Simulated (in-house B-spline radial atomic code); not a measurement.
# Excitations of Cs⁷⁺ as exact exchange is dialled in

Aim: follow the lowest excitations, the threshold and the polarisability of Cs⁷⁺ as the share of exact exchange in a PBE hybrid goes from none to all.

Method: linear response of a closed shell, each method with its own adiabatic kernel; spin-free one-electron X2C, finite nucleus; B-spline basis; no spin-orbit coupling, no double excitations; only terms of natural parity, (−1)^L, with L up to 3 are computed. Code: in-house B-spline radial atomic code version 1.

**1. The atom as given**

- element: caesium (Z = 55)
- charge: +7
- configuration: [Kr] 4d10 5s2
- runs: 0 % exact exchange; 10 % exact exchange; 20 % exact exchange; 30 % exact exchange; 40 % exact exchange; 50 % exact exchange; 60 % exact exchange; 70 % exact exchange; 80 % exact exchange; 90 % exact exchange; 100 % exact exchange

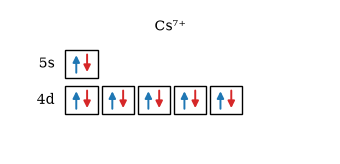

Outer shells as boxes.

**2. 0 % exact exchange**

Settings, as recorded:

```ini
Z = 55
electrons = 48.0
configuration = [Kr] 4d10 5s2
hamiltonian = x2c
method = pbeh
box_radius = 12.81
exact_exchange_fraction = 0.0
rms_radius = 4.8041
intervals = 69
```

Command:

```console
$ python run_td.py task.json out
```

The settings of every run stand in task.json; they run in order.

**3. 10 % exact exchange**

The settings differ from step 2 so:

```diff
@@ -6,3 +6,3 @@
 box_radius = 12.81
-exact_exchange_fraction = 0.0
+exact_exchange_fraction = 0.1
 rms_radius = 4.8041
```

**4. 20 % exact exchange**

The settings differ from step 3 so:

```diff
@@ -6,3 +6,3 @@
 box_radius = 12.81
-exact_exchange_fraction = 0.1
+exact_exchange_fraction = 0.2
 rms_radius = 4.8041
```

**5. 30 % exact exchange**

The settings differ from step 4 so:

```diff
@@ -6,3 +6,3 @@
 box_radius = 12.81
-exact_exchange_fraction = 0.2
+exact_exchange_fraction = 0.3
 rms_radius = 4.8041
```

**6. 40 % exact exchange**

The settings differ from step 5 so:

```diff
@@ -6,3 +6,3 @@
 box_radius = 12.81
-exact_exchange_fraction = 0.3
+exact_exchange_fraction = 0.4
 rms_radius = 4.8041
```

**7. 50 % exact exchange**

The settings differ from step 6 so:

```diff
@@ -6,3 +6,3 @@
 box_radius = 12.81
-exact_exchange_fraction = 0.4
+exact_exchange_fraction = 0.5
 rms_radius = 4.8041
```

**8. 60 % exact exchange**

The settings differ from step 7 so:

```diff
@@ -6,3 +6,3 @@
 box_radius = 12.81
-exact_exchange_fraction = 0.5
+exact_exchange_fraction = 0.6
 rms_radius = 4.8041
```

**9. 70 % exact exchange**

The settings differ from step 8 so:

```diff
@@ -6,3 +6,3 @@
 box_radius = 12.81
-exact_exchange_fraction = 0.6
+exact_exchange_fraction = 0.7
 rms_radius = 4.8041
```

**10. 80 % exact exchange**

The settings differ from step 9 so:

```diff
@@ -6,3 +6,3 @@
 box_radius = 12.81
-exact_exchange_fraction = 0.7
+exact_exchange_fraction = 0.8
 rms_radius = 4.8041
```

**11. 90 % exact exchange**

The settings differ from step 10 so:

```diff
@@ -6,3 +6,3 @@
 box_radius = 12.81
-exact_exchange_fraction = 0.8
+exact_exchange_fraction = 0.9
 rms_radius = 4.8041
```

**12. 100 % exact exchange**

The settings differ from step 11 so:

```diff
@@ -6,3 +6,3 @@
 box_radius = 12.81
-exact_exchange_fraction = 0.9
+exact_exchange_fraction = 1.0
 rms_radius = 4.8041
```

What does the calculation give? Wanted: for each run, threshold; 5s→5p ¹P; 5s→5p ³P, Tamm-Dancoff; α; C6.

As calculated:

```tsv
run	threshold (eV)	5s→5p ¹P (eV)	5s→5p ³P, Tamm-Dancoff (eV)	α (bohr³)	C6 (hartree bohr⁶)	time
0 % exact exchange	104.62	20.017	15.493	3.701	10.95	1.6 s
10 % exact exchange	105.13	19.863	15.309	3.751	11.11	2.3 s
20 % exact exchange	105.64	19.706	15.125	3.803	11.28	2.3 s
30 % exact exchange	106.14	19.548	14.941	3.857	11.46	2.3 s
40 % exact exchange	106.65	19.389	14.758	3.913	11.64	2.3 s
50 % exact exchange	107.15	19.228	14.574	3.971	11.83	2.3 s
60 % exact exchange	107.65	19.065	14.391	4.030	12.03	2.3 s
70 % exact exchange	108.15	18.901	14.208	4.092	12.24	2.3 s
80 % exact exchange	108.65	18.735	14.025	4.157	12.45	2.3 s
90 % exact exchange	109.15	18.567	13.842	4.223	12.68	2.3 s
100 % exact exchange	109.65	18.398	13.659	4.292	12.92	2.3 s
```

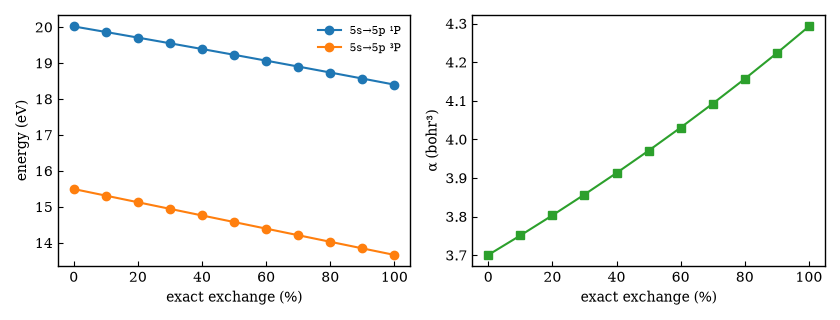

Left: excitation energies. Right: dipole polarisability.

From 0 % exact exchange to 100 % exact exchange the threshold goes from 104.62 to 109.65 eV and α from 3.70 to 4.29 bohr³. 5s→5p ¹P moves from 20.02 eV (0 % exact exchange) to 18.40 eV (100 % exact exchange). 5s→5p ³P moves from 15.49 eV (0 % exact exchange) to 13.66 eV (100 % exact exchange). Exact exchange removes self-interaction, which deepens the highest level. Spin-orbit coupling, absent here, splits and mixes these terms in an element this heavy.
